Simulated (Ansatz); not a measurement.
The calculation's input:

```
crystal:
  periodic: [false, false, false]
  atoms:
    - { symbol: Sn, position_ang: [0.0, 0.0, 0.0] }
    - { symbol: H, position_ang: [0.0, 0.0, 1.74] }
    - { symbol: Cl, position_ang: [2.2726, 0.0, -0.8025] }
    - { symbol: Cl, position_ang: [-1.1351, 1.9666, -0.8025] }
    - { symbol: Cl, position_ang: [-1.1351, -1.9666, -0.8025] }
basis:
  gaussian: { orbitals: def2-SVP }
hamiltonian:
  xc: b3lyp
relax:
  f_tol: 0.02
  max_steps: 40
output:
  orbitals: {}
```

Run with:

```sh
ansatz run input.yaml --threads 1 --pin off --max-ram 2048MiB --backend cpu --events-out ev --progress --plain --runs-dir out
```

The fields are those of the run's last geometry, not of the input's.

Core potentials replace the inner electrons of Sn.

Theory: RKS B3LYP/def2-SVP in Ansatz 0.2.0.

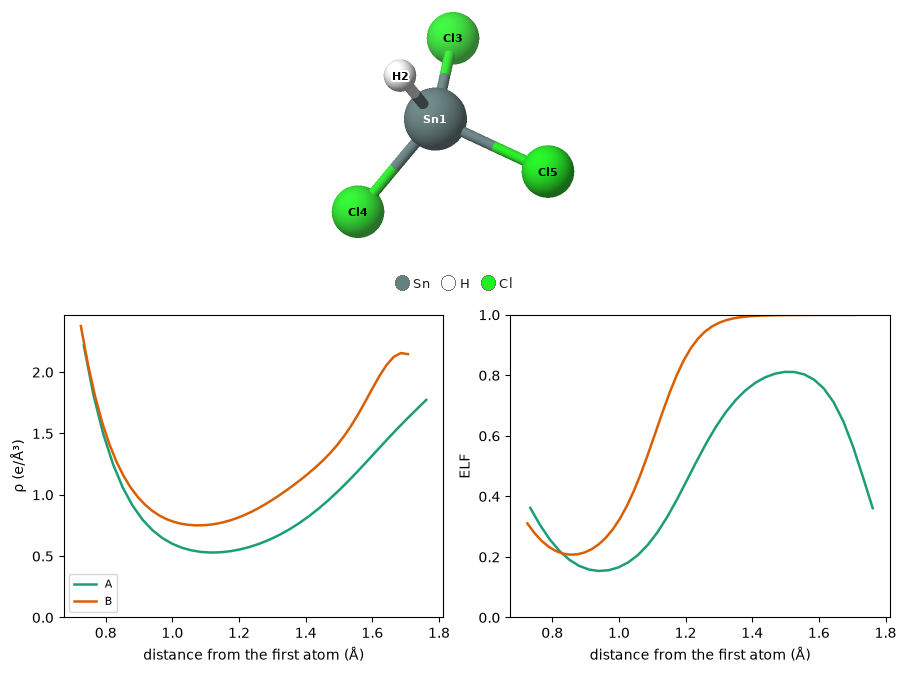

Cl3HSn. Electron density and electron localisation function along straight lines between neighbouring atoms. The curves leave out the atomic cores. The structure is drawn too.

**Which curve belongs to which contact (Sn–Cl and Sn–H)? The first atom named is at distance zero.**

Curve A: Sn–Cl (2.35 Å): ρ is about 0.54 e/Å³ halfway; the ELF peaks at about 0.80 in the valence shell of Cl, 0.9 Å from its nucleus, and drops to about 0.15 between the two atoms. Curve B: Sn–H (1.71 Å): the density is about 1.2 e/Å³ at the midpoint; the ELF climbs to about 1 towards the hydrogen.
